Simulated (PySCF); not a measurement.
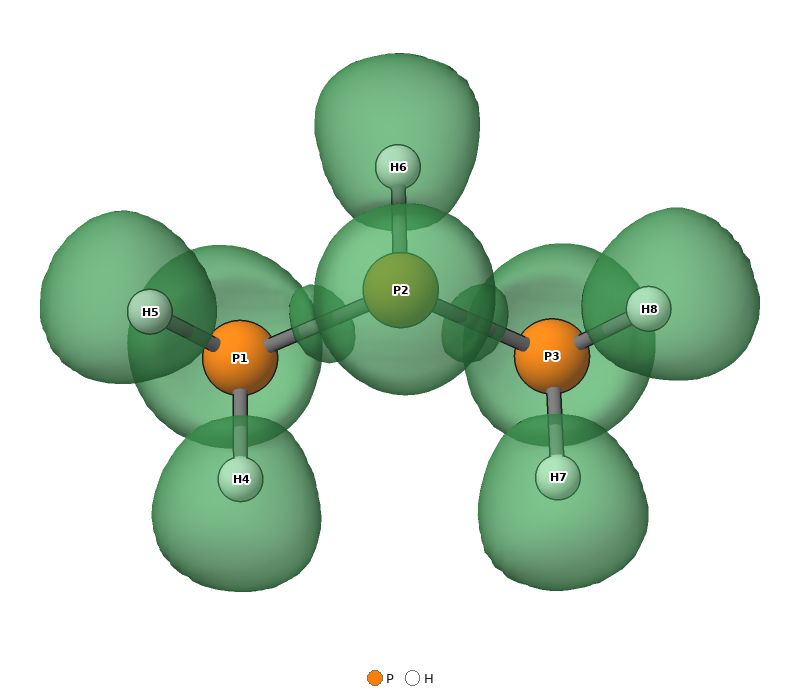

*H$_{5}$P$_{3}$ (SMILES PPP). Isosurface of the electron localisation function at 0.85 (green), seen across its widest extent. Only the valence region is drawn (cores and ρ < 0.01 e/Å³ removed).*

Geometry: GFN2-xTB.

Method: PySCF, CAM-B3LYP/def2-SVPD, SCF density, gas phase.

```yaml
atoms:
  - { symbol: P, position_ang: [1.6562, 0.0327, -0.5251] }
  - { symbol: P, position_ang: [-0.0179, -0.3085, 0.8106] }
  - { symbol: P, position_ang: [-1.5838, -0.1692, -0.6834] }
  - { symbol: H, position_ang: [1.5901, 1.4200, -0.3880] }
  - { symbol: H, position_ang: [2.5899, -0.0759, 0.5023] }
  - { symbol: H, position_ang: [0.0732, -1.7008, 0.7120] }
  - { symbol: H, position_ang: [-1.7070, 1.2142, -0.5461] }
  - { symbol: H, position_ang: [-2.5916, -0.4031, 0.2486] }
```

Where are the electrons localised?

At this value the surface marks out two regions between bonded P–P atoms (shared pairs), five regions around hydrogen nuclei and three lobes on P, pointing away from the bonds (lone pairs).

Values along the shortest contacts:
P–P (2.17 Å): the ELF peaks at about 0.95 between the atoms (a covalent bond). P–H (1.39 Å): the ELF climbs to about 1 towards the hydrogen, as it does in any bond to H.
